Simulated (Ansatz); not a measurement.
BrH3OSi···HCl

The calculation's input:

```
crystal:
  periodic: [false, false, false]
  atoms:
    - { symbol: Si, position_ang: [0.433886, -0.374116, -0.412024] }
    - { symbol: Cl, position_ang: [-0.922211, -0.481819, 2.63944] }
    - { symbol: H, position_ang: [0.884608, -0.286635, -1.819787] }
    - { symbol: H, position_ang: [0.331217, 0.954258, 0.242214] }
    - { symbol: O, position_ang: [-0.954735, -1.254445, -0.408548] }
    - { symbol: H, position_ang: [-1.388848, -1.304168, 0.454006] }
    - { symbol: Br, position_ang: [2.127642, -1.465691, 0.687034] }
    - { symbol: H, position_ang: [0.281241, -1.054384, 2.675965] }
basis:
  gaussian: { orbitals: def2-SVP }
hamiltonian:
  xc: pbe0
  dispersion: d4
relax:
  f_tol: 0.03
  max_steps: 50
output:
  orbitals: {}
```

Launched as:

```sh
ansatz run input.yaml --threads 2 --pin off --max-ram 3072MiB --backend cpu --events-out ev --progress --plain --runs-dir out
```

The fields are those of the run's last geometry, not of the input's.

Theory: RKS PBE0-D4/def2-SVP (Ansatz).

**What can the converged electron density and electron localisation function tell about the bonding?**

Si–O (1.64 Å): ρ is about 1.1 e/Å³ halfway; the ELF peaks at about 0.85 between the atoms (a shared but strongly polarised pair).
Si–Br (2.26 Å): ρ is about 0.72 e/Å³ halfway, with its minimum of 0.54 e/Å³ about 0.8 Å from Si; the ELF peaks at about 0.85 between the atoms, as expected for a polar covalent bond.

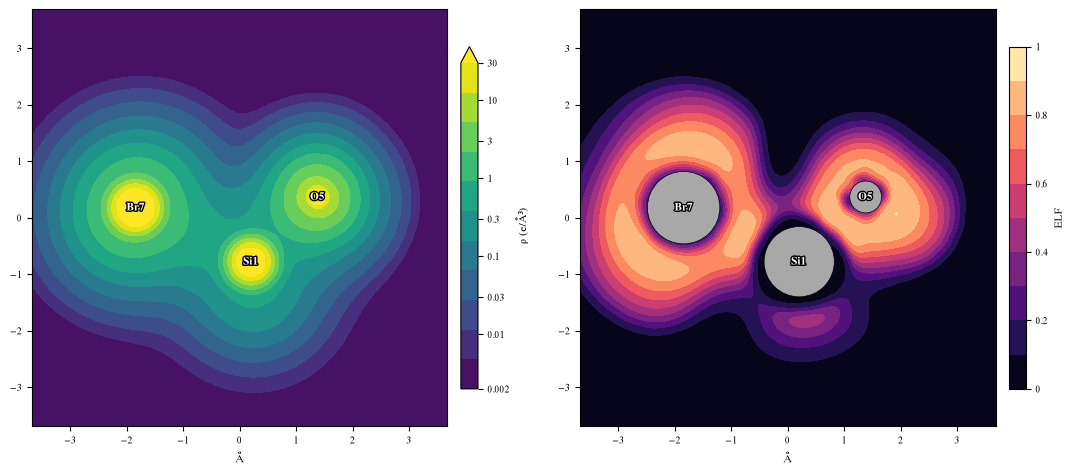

Computed electron density and electron localisation function on the plane of atoms O5, Si1 and Br7, in this order. Grey discs cover the atomic cores in the ELF map. 
